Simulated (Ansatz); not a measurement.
ClHSi$_{3}$ (SMILES Cl[Si]1=[Si]=[SiH]1)

```yaml
atoms:
  - { symbol: Cl, position_ang: [-1.0298, 1.6041, 0.4494] }
  - { symbol: Si, position_ang: [-0.0363, -0.0325, -0.2978] }
  - { symbol: Si, position_ang: [1.8986, -0.9512, -1.1007] }
  - { symbol: Si, position_ang: [-0.1253, -2.0760, -0.8605] }
  - { symbol: H, position_ang: [-0.8437, -3.3766, -1.0345] }
```

Geometry: PBE0-D3(BJ)/def2-SVP.

All numbers below come from isolated molecule in a Gaussian basis; Kohn-Sham density functional theory, functional PBE0 in Ansatz.

**What will maps of the electron density and electron localisation function show?**

Si–Cl (2.06 Å): the density is about 0.89 e/Å³ at the midpoint; the ELF peaks at about 0.85 between the atoms (a polar covalent bond).
Si–Si (2.12 Å): ρ at the midpoint is about 0.64 e/Å³; the ELF peaks at about 0.75 between the atoms, as expected for localised, covalent bonding.
Si–H (1.50 Å): the density is about 0.8 e/Å³ at the midpoint; the ELF climbs to about 1 towards the hydrogen, as it does in any bond to H.
Si–Si (2.29 Å): ρ is about 0.57 e/Å³ halfway; the ELF peaks at about 0.80 between the atoms (a covalent bond).

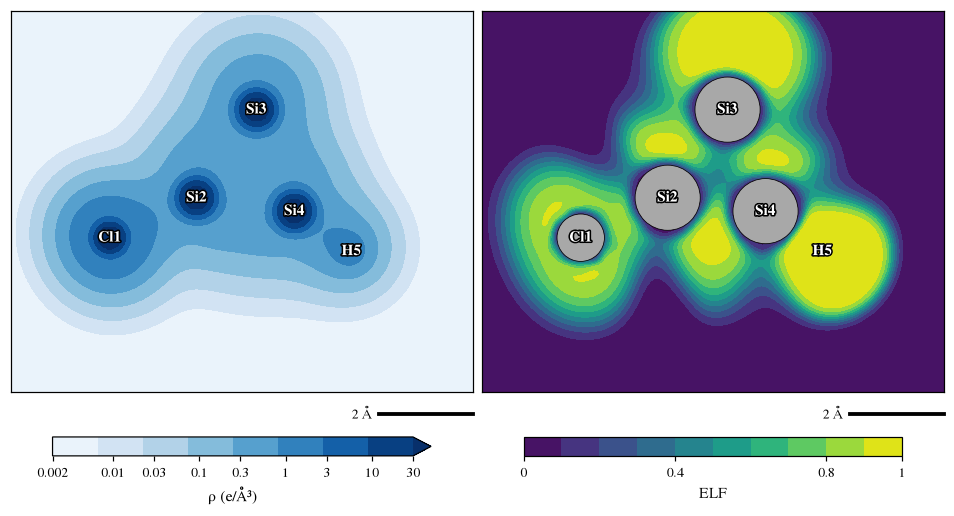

Computed electron density and electron localisation function on the molecular plane, in this order. Grey discs cover the atomic cores in the ELF map. 
